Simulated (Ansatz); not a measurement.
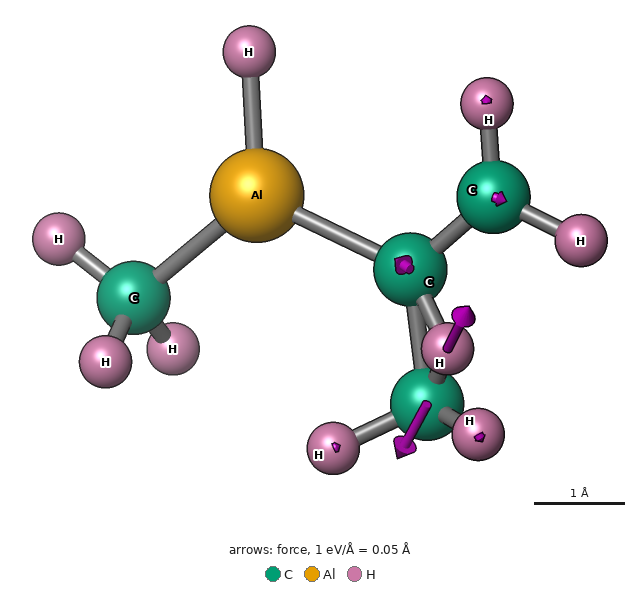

Starting geometry of C$_{4}$H$_{9}$Al with the computed forces as purple arrows. A ball-and-stick model, seen at a tilt.

The run prepares an end point of a later path (hydrogen shift) calculation, from a guessed geometry.

Theory: Ansatz 0.2.0, UKS LDA/def2-SVP. Settings: collinear spin; force threshold 0.02 eV/Å; at most 50 steps.

Q: Is this structure relaxed? If not, where do the atoms go?

A: It isn't relaxed: the largest force vector, on an H atom, is 18.39 eV/Å. The final displacements have little in common with the starting forces (cosine between the two patterns −0.19). The largest move after the best rigid fit is that of an H atom, 1.53 Å. By element the largest moves are H 1.53 Å, C 0.36 Å, Al 0.13 Å. Some distances before and after: C–H 1.090 → 2.165 Å, C–H 0.865 → 1.114 Å, Al–C 2.028 → 1.948 Å, C–H 1.048 → 1.108 Å. Bonds break: C–H (1.09 → 2.16 Å). Among the angles between lasting bonds that change: C–C–H 44.7° → 111.6°, H–C–H 64.1° → 107.8°, H–C–H 120.5° → 105.2°. After 24 accepted moves (27 points after the start) the energy has fallen by 7.248 eV. The largest force component goes from 18 to 0.011 eV/Å. The line search rejected the trial steps at points 9, 14, 19 of the run. The forces were under the threshold at step 20, but the run went on from there.
